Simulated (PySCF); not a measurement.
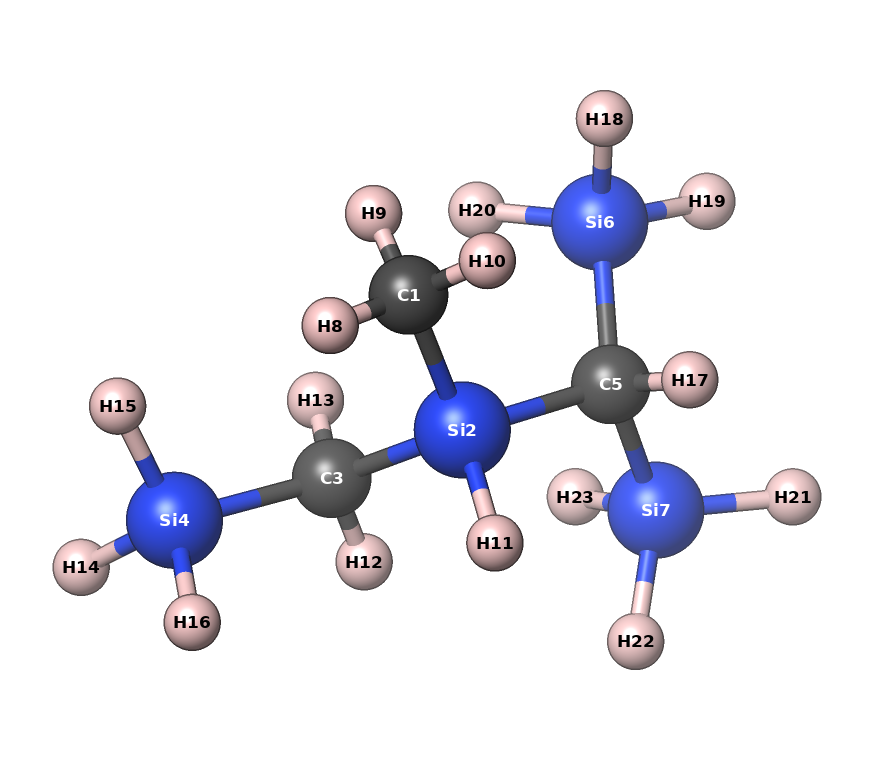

Atoms fade into the background with distance from the viewer. Computed geometry: PBE0-D3(BJ)/def2-SVP optimisation. No frequency run is at hand to confirm it as a minimum.

### Which atoms or bonds are stereogenic?

Centres: Si2.

### Assign CIP descriptors.

Si2: S (priorities C5 > C3 > C1 > H11).

### Give a SMILES with the stereochemistry.

C[Si@@H](C[SiH3])C([SiH3])[SiH3]
